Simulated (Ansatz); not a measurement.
**Response to strain in Pd**

The reference is Pd in the fcc (Cu type) structure (space group Fm-3m, No. 225; a = 3.878 Å; relaxed with 0.1 eV smearing).

Strains are applied to the cell and any free atomic positions relax.

Method: PBEsol in Ansatz (plane waves to 420 eV, PAW, spin-orbit coupling left out).

Notes on the quantities. energy relative to the base: free energy F.

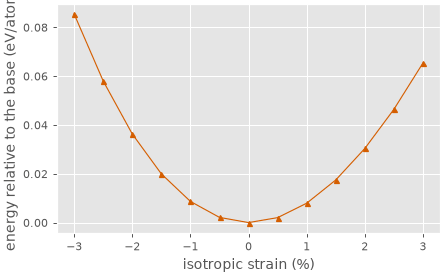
Figure: Energy relative to the base against isotropic strain

Question: From the plot, what is the energy relative to the base for isotropic strain +2.00 %?

Answer: About 0.030 eV/atom.

Question: Is the trend monotonic over the range shown?

Answer: No, it turns within the range, spanning 0 meV/atom to +85 meV/atom.

Stability against distortions was not tested. The final runs are not spin-polarised. Pd lies near a magnetic instability that expansion can trigger; it was not tested.

Ansatz is a program for electronic structure.
